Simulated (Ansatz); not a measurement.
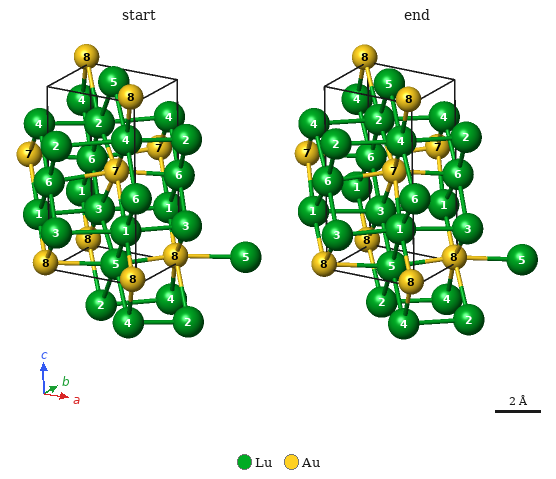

The structure of crystalline Lu₃Au (a generated structure, set up in P1) (coarse preliminary run) before (left) and after (right) a relaxation, at one scale.

The picture is a ball-and-stick view of the cell of the calculation, seen slightly off an axis.

All numbers below come from Ansatz, DFT PBE, scalar-relativistic, plane waves, PAW. (plane-wave cutoff 420 eV; k-point mesh 4 × 4 × 4; occupations gaussian; smearing width 0.2 eV; no spin polarisation; cell and atoms relaxed; force threshold 0.025 eV/Å; at most 60 steps)

Q: Summarise the run.

A: The run was cut off at its time limit before the relaxation converged, so the last structure is only a point on the way. The energy falls by 112 meV per atom in 1 geometry step. The largest force component goes from 1.7 to 0.76 eV/Å. Pressure: 2.19 GPa at the start and 0.29 GPa at the end. The atom that moves furthest relative to the cell is Lu3 (0.20 Å roughly along [3 0 −1]). By element the largest moves are Lu 0.20 Å, Au 0.08 Å. The volume changes by +0.9 %, with a 5.247 → 5.262 Å (+0.3 %), b 5.260 → 5.304 Å (+0.8 %), c 8.440 → 8.433 Å (−0.1 %), α 91.6° → 91.0°, β 89.4° → 90.2°, γ 110.3° → 110.6°. Some distances before and after: Lu3–Lu6 2.700 → 2.972 Å, Lu2–Lu5 3.353 → 3.095 Å, Lu1–Lu3 2.839 → 3.093 Å, Lu2–Lu4 2.813 → 3.064 Å. Among the angles between lasting bonds that change: Lu3–Lu1–Au8 96.2° → 87.9°, Lu1–Lu3–Lu5 83.8° → 92.0°, Lu3–Lu1–Au7 89.5° → 97.0°. The space group stays P1 (No. 1). Cost: 4.2 min on 1 thread of Intel(R) Xeon(R) Platinum 8488C (Sapphire Rapids) (shared host), peak memory 0.94 GiB.
